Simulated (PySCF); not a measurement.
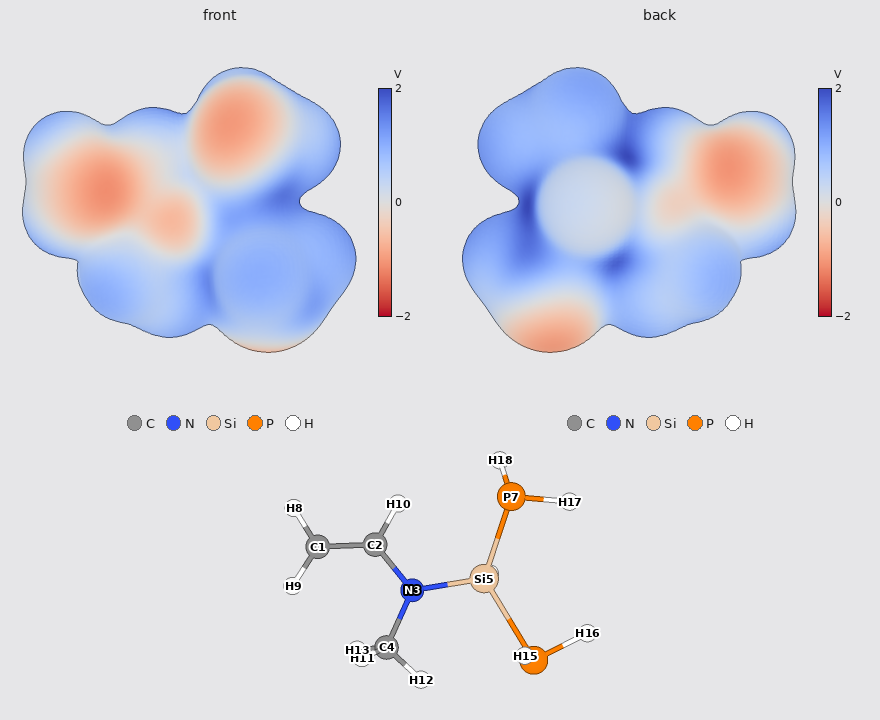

Figure 1: C3H11NP2Si (SMILES C=CN(C)[SiH](P)P). The molecular electrostatic potential painted on the density surface at 0.004 e/bohr³, seen from the front and from behind; red is negative and blue positive. The bare structure is drawn below in the same view.

Geometry: GFN2-xTB.

Level of theory: PBE0/pcSseg-1, SCF density, gas phase, non-relativistic in PySCF.

```xyz
18

C    -2.5816    0.9891    0.5338
C    -1.2637    0.9290    0.3992
N    -0.5214   -0.1193   -0.1097
C    -1.2422   -1.3065   -0.5001
Si    1.1550    0.0638   -0.5025
P     2.0818   -1.9889   -0.3823
P     1.9519    1.6025    0.9353
H    -3.0390    1.8599    0.9656
H    -3.2458    0.2023    0.2269
H    -0.6475    1.7623    0.7190
H    -1.8426   -1.6728    0.3353
H    -0.5304   -2.0793   -0.7877
H    -1.9029   -1.1059   -1.3476
H     1.3217    0.4680   -1.9190
H     1.8634   -2.1502    0.9744
H     3.3688   -1.5317   -0.1777
H     3.2723    1.4211    0.5643
H     1.7936    2.6628    0.0610
```

**Where is the surface potential most negative and most positive?**

The most negative region (about −1.0 V, or −23 kcal/mol for a unit charge) lies over the π face of C1 and C2, the most positive (about +1.9 V, or +44 kcal/mol for a unit charge) over Si5.
